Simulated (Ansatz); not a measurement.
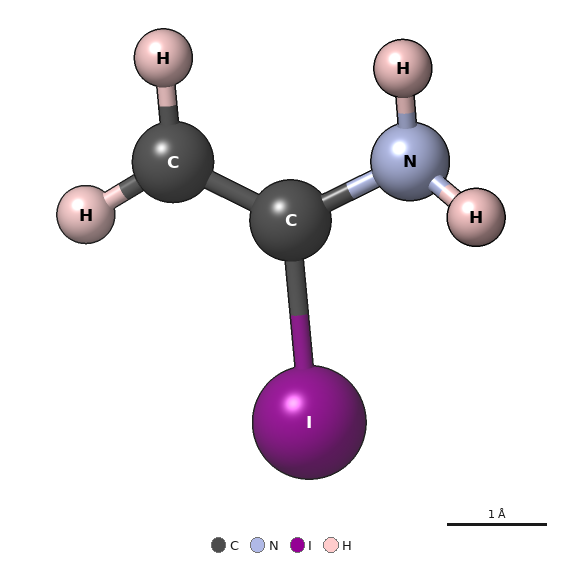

The picture shows a molecular structure as a ball-and-stick model.

The computed structure is the end point of a PBE0-D4/def2-TZVP optimisation.

What does the picture show?

It has 8 atoms: 2 carbon, 4 hydrogen, 1 iodine and 1 nitrogen (C₂H₄IN). As SMILES it reads `C=C(N)I`. It has no ring. Among its groups: alkene, C–I bond. The point group is C1. Coordination, clear cases only: 2 C trigonal planar.

More results for the same structure follow; atom numbers are the same in all pictures, views and colours differ.

Thermal motion

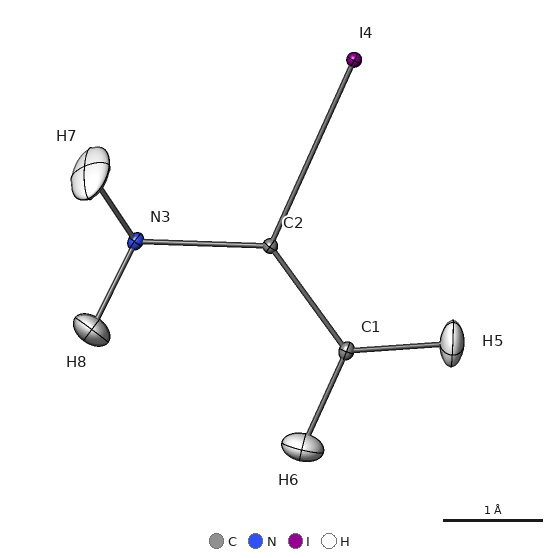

Displacement ellipsoids at the 50 % level, from the internal vibrations of the free molecule (harmonic, no overall translation or rotation; no half-axis is drawn under 0.075 Å). Vibrations computed with RKS PBE0-D4/def2-TZVP, core potentials on I (Ansatz 0.2.0). Temperature: 298 K.

List U_eq and the three principal root-mean-square amplitudes for each kind of atom.

| atom | U_eq (Å²) | rms amplitudes (Å) |
| --- | --- | --- |
| C1 | 0.0019 | 0.026, 0.034, 0.061 |
| C2 | 0.0022 | 0.042, 0.044, 0.052 |
| N3 | 0.0018 | 0.022, 0.034, 0.061 |
| I4 | 0.00006 | 0.002, 0.006, 0.012 |
| H5 | 0.0181 | 0.078, 0.152, 0.159 |
| H6 | 0.0184 | 0.090, 0.140, 0.165 |
| H7 | 0.0296 | 0.073, 0.146, 0.250 |
| H8 | 0.0297 | 0.087, 0.135, 0.252 |

Charges

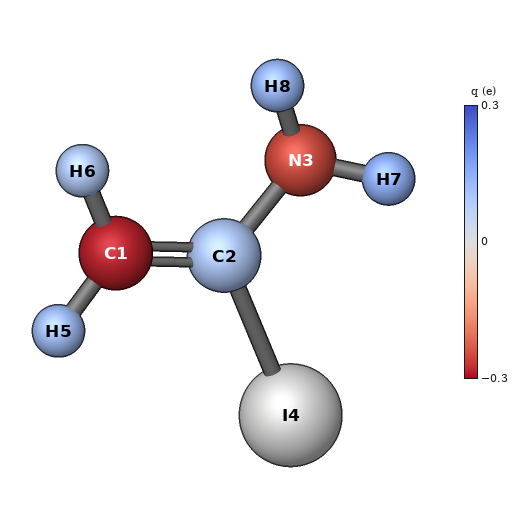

Atoms are coloured by their Mulliken charges. Method: RKS ωB97M-V/def2-TZVPP, core potentials on I (Ansatz 0.2.0).

List the Mulliken charges.

```tsv
atom	value (e)
C1	−0.28
C2	0.09
N3	−0.25
I4	0.00
H5	0.11
H6	0.08
H7	0.13
H8	0.12
```

Electronic properties

Method: RKS PBE0-D4/def2-SVP, core potentials on I (Ansatz 0.2.0).

> What is the dispersion correction?

−14.5 kJ/mol.

> What is the LUMO energy (Kohn–Sham orbital)?

−0.61 eV.

> Give the HOMO energy (Kohn–Sham orbital) at this level.

−6.26 eV.

Mulliken values depend strongly on the basis set and can even reverse the polarity of a bond.
